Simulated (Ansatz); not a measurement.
# PF3 (phosphorus trifluoride) at 6 levels

We compute a comparison of 6 runs (UHF/STO-3G, B3LYP/STO-3G, UPBE0/STO-3G, r2SCAN0/STO-3G, revPBE/STO-3G, UMP2/STO-3G) of PF3 (phosphorus trifluoride). 

Program for the calculation: Ansatz 0.2.0.

50 further runs of the same task are left out: 10 that didn't finish, 40 set aside as unsound or not needed.

**1. Starting point**

PF3: 4 atoms, total charge 0, spin state singlet. SMILES: `FP(F)F`. The F3–P2 distance was set to 3.143 Å, away from the relaxed value. At this shape a bond of the SMILES string is far longer than usual.

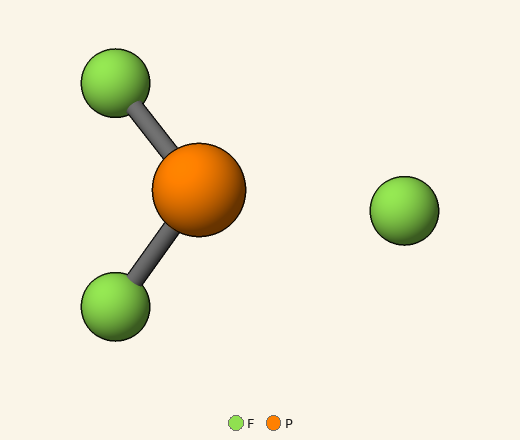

The structure, seen from a chosen angle (fluorine green, phosphorus orange).

**2. The energy at UHF/STO-3G (run 1)**

input.yaml

```yaml
crystal:
  periodic: [false, false, false]
  atoms:
    - symbol: F
      position_ang: [1.598813, 0.347917, 1.803715]
    - symbol: P
      position_ang: [0.466913, 1.325717, 1.321515]
    - symbol: F
      position_ang: [-1.061900, -0.696500, -0.536900]
    - symbol: F
      position_ang: [1.289413, 2.056317, 0.199215]
basis:
  gaussian:
    orbitals: STO-3G
magnetization:
  spin_polarized: true
  initial_magnetization: 0
hamiltonian:
  xc: hf
accuracy: high
```

Command:

```sh
$ ansatz run input.yaml --threads 1 --pin off --max-ram 2610MiB --events-out events.jsonl --progress --plain --runs-dir runs
```

Standard output:

```text
Warning: RAYON_NUM_THREADS=1 ignored (pool sized by the plan → 1); use --threads N
Functional definition: HF
  name "HF"
  exchange = exact_x
  correlation = 0
417 factors; integrals over basis functions are off by at most 2.4e-8 eV
mean field evaluation 1: about -17154.7704 eV, gradient 1.8e1 eV
mean field evaluation 2: about -17154.8325 eV, gradient 1.8e1 eV
mean field evaluation 4: about -17148.9622 eV, gradient 1.1e1 eV
mean field evaluation 8: about -17158.6849 eV, gradient 1.3e1 eV
mean field evaluation 16: about -17168.8945 eV, gradient 5.6e-1 eV
mean field evaluation 32: about -17168.8924 eV, gradient 3.2e-1 eV
mean field evaluation 64: about -17168.8976 eV, gradient 1.3e-2 eV
mean field evaluation 96: about -17168.8954 eV, gradient 7.3e-3 eV
mean field evaluation 128: about -17168.8922 eV, gradient 2.1e-2 eV
mean field evaluation 160: about -17156.9885 eV, gradient 1.5e1 eV
mean field evaluation 192: about -17160.9950 eV, gradient 6.3e0 eV
mean field -17168.90336570 eV, -630.9455611888 hartree, gradient 1.5e-8 eV, S^2 1.000922; 4 other end points of the search recorded, 0 dependent functions left out
reference -17168.90336570 eV, -630.9455611888 hartree; 21, 21 occupied and 3, 3 virtual orbitals, 417 factors
Total energy: -17168.90336570 eV, -630.9455611888 hartree
```

Wall time 1 s (1 thread of Arm Neoverse V1, shared host).

**3. A single-point energy at B3LYP/STO-3G (run 2)**

run.yaml

```yaml
crystal:
  periodic: [false, false, false]
  atoms:
    - {symbol: F, position_ang: [1.598813, 0.347917, 1.803715]}
    - {symbol: P, position_ang: [0.466913, 1.325717, 1.321515]}
    - {symbol: F, position_ang: [-1.061900, -0.696500, -0.536900]}
    - {symbol: F, position_ang: [1.289413, 2.056317, 0.199215]}
basis:
  gaussian:
    orbitals: STO-3G
hamiltonian:
  xc: {name: B3LYP}
accuracy: high
```

Command:

```sh
$ ansatz run run.yaml --threads 1 --pin off --max-ram 2610MiB --events-out events.jsonl --progress --plain --runs-dir runs
```

Standard output:

```text
Warning: RAYON_NUM_THREADS=1 ignored (pool sized by the plan → 1); use --threads N
Functional definition: B3LYP
  name "B3LYP"
  parameter a0 = 0.2
  parameter ax = 0.72
  parameter ac = 0.81
  exchange = (1 - a0 - ax)*slater_x + ax*b88_x + a0*exact_x
  correlation = (1 - ac)*vwn_rpa_c + ac*lyp_c
417 factors; integrals over basis functions are off by at most 2.4e-8 eV
mean field evaluation 1: about -17198.9262 eV, gradient 2.4e1 eV
mean field evaluation 2: about -16826.0953 eV, gradient 1.8e1 eV
mean field evaluation 4: about -17199.6878 eV, gradient 1.6e1 eV
mean field evaluation 8: about -17201.4238 eV, gradient 1.2e1 eV
mean field evaluation 16: about -17209.2234 eV, gradient 3.2e-1 eV
mean field evaluation 32: about -17208.4449 eV, gradient 9.1e0 eV
mean field -17209.23148759 eV, -632.4275923329 hartree, gradient 6.6e-9 eV, S^2 0.000000; 2 other end points of the search recorded, 0 dependent functions left out
reference -17209.23150678 eV, -632.4275930379 hartree; 21, 21 occupied and 3, 3 virtual orbitals, 417 factors
Total energy: -17209.23150678 eV, -632.4275930379 hartree
```

Run time: 1.8 s. Hardware: 1 thread of Arm Neoverse V1, shared host; peak memory 0.098 GiB.

**4. A single-point energy at UPBE0/STO-3G (run 3)**

Edit input.yaml of step 2 so:

```diff
@@ -16,5 +16,4 @@
   spin_polarized: true
-  initial_magnetization: 0
 hamiltonian:
-  xc: hf
+  xc: {name: PBE0}
 accuracy: high
```

Command:

```sh
$ ansatz run input.yaml --threads 1 --pin off --max-ram 2610MiB --events-out events.jsonl --progress --plain --runs-dir runs
```

Standard output:

```text
Warning: RAYON_NUM_THREADS=1 ignored (pool sized by the plan → 1); use --threads N
Functional definition: PBE0
  name "PBE0"
  parameter a = 0.25
  parameter kappa = 0.804
  parameter beta = 0.06672455060314922
  exchange = (1 - a)*pbe_x(kappa = kappa, mu = beta*pi^2/3) + a*exact_x
  correlation = pbe_c(beta = beta)
417 factors; integrals over basis functions are off by at most 2.4e-8 eV
mean field evaluation 1: about -17189.8190 eV, gradient 1.6e1 eV
mean field evaluation 2: about -16818.1015 eV, gradient 1.3e1 eV
mean field evaluation 4: about -17190.7584 eV, gradient 1.1e1 eV
mean field evaluation 8: about -17191.6712 eV, gradient 5.8e0 eV
mean field evaluation 16: about -17199.9071 eV, gradient 5.2e-2 eV
mean field evaluation 32: about -17189.8686 eV, gradient 1.6e1 eV
mean field -17201.70028946 eV, -632.1508259064 hartree, gradient 2.6e-8 eV, S^2 0.948491; 6 other end points of the search recorded, 0 dependent functions left out
reference -17201.70029025 eV, -632.1508259355 hartree; 21, 21 occupied and 3, 3 virtual orbitals, 417 factors
Total energy: -17201.70029025 eV, -632.1508259355 hartree
```

It took 6 s on 1 thread of Arm Neoverse V1, shared host; peak memory 0.14 GiB.

Runs 4 to 5 aren't shown in full; the table further down has their settings and results.

**5. A single-point energy at UMP2/STO-3G (run 6)**

molecule.yaml

```yaml
basis:
  gaussian:
    orbitals: STO-3G
crystal:
  periodic: [false, false, false]
  atoms:
    - {symbol: F, position_ang: [1.598813, 0.347917, 1.803715]}
    - {symbol: P, position_ang: [0.466913, 1.325717, 1.321515]}
    - {symbol: F, position_ang: [-1.061900, -0.696500, -0.536900]}
    - {symbol: F, position_ang: [1.289413, 2.056317, 0.199215]}
accuracy: high
correlation:
  method: mp2
  frozen_orbitals: {F: 1, P: 5}
magnetization:
  spin_polarized: true
```

Command:

```sh
$ ansatz run molecule.yaml --threads 1 --pin off --max-ram 2610MiB --events-out events.jsonl --progress --plain --runs-dir runs
```

Standard output, shortened:

```text
Warning: RAYON_NUM_THREADS=1 ignored (pool sized by the plan → 1); use --threads N
[... 2 set-up lines as earlier in the session ...]
[...]
417 factors; integrals over basis functions are off by at most 2.4e-8 eV
[...]
mean field -17168.90336570 eV, -630.9455611888 hartree, gradient 1.5e-8 eV, S^2 1.000922; 12 other end points of the search recorded, 0 dependent functions left out
8 core orbitals not correlated: weight in the atoms' cores, before any rotation towards them, 1.000 or more for the frozen orbitals, at most 0.000 for the correlated occupied ones
reference -17168.90336570 eV, -630.9455611888 hartree; 13, 13 occupied and 3, 3 virtual orbitals, 417 factors
second order -1.53392941 eV of doubles, -0.00000000 eV of singles
Total energy: -17170.43729511 eV, -631.0019320547 hartree
```

It took 1.5 s on 1 thread of Arm Neoverse V1, shared host.

**6. All runs side by side**

| run | level | frozen core orbitals | energy (Eh) | wall time |
| --- | --- | --- | --- | --- |
| 1 | UHF/STO-3G | – | -630.945561 | 1 s |
| 2 | B3LYP/STO-3G | – | -632.427593 | 1.8 s |
| 3 | UPBE0/STO-3G | – | -632.150826 | 6 s |
| 4 | r2SCAN0/STO-3G | – | -632.340036 | 4.5 s |
| 5 | revPBE/STO-3G | – | -632.335651 | 1.4 s |
| 6 | UMP2/STO-3G | 8 | -631.001932 | 1.5 s |

**7. What came out**

```
                                          quantity          value
                               run 6: total energy  -631.00193 Eh
run 6: correlation energy (8 core orbitals frozen)      -56.4 mEh
          run 6: ⟨S²⟩ of the reference determinant          1.001
```

What this shows: Totals of different functionals can't be ranked against each other. In runs 1, 2, 3, 4, 5, 6 the basis is minimal, so the values are rough. In runs 2, 4, 5 a closed-shell determinant meets a far-stretched bond, which it describes badly. Spin contamination of the reference: run 1 ⟨S²⟩ = 1.00, run 6 ⟨S²⟩ = 1.00, run 3 ⟨S²⟩ = 0.95. Where it is this large, the reference is a mixture of spin states, and values that rest on it are in doubt. All runs together took 16 s, the longest 6 s.
